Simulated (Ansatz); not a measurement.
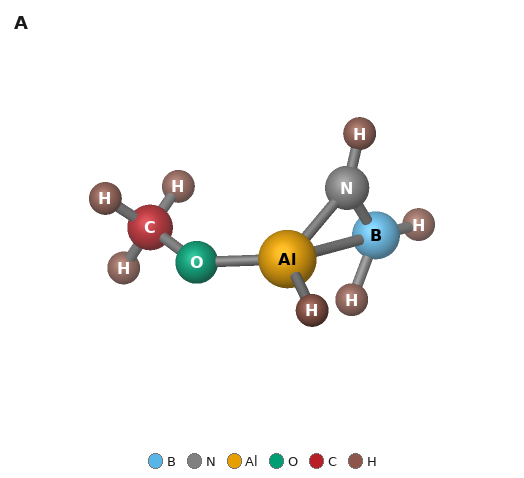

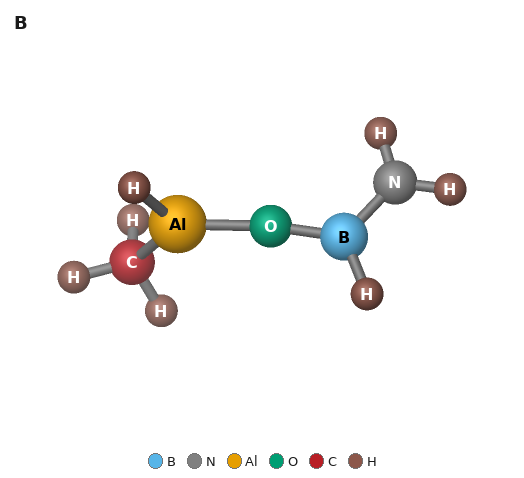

2 stationary structures of one formula. Geometries: PBE-D4/def2-SVP. Electronic energies: PBE-D4/def2-SVP (Ansatz 0.2.0), without zero-point energy. No frequency run is at hand to confirm each as a minimum. Each is one conformer, not always the lowest.

### Which structure is the most stable?

B is lowest; A lies 34.1 kcal/mol above it.
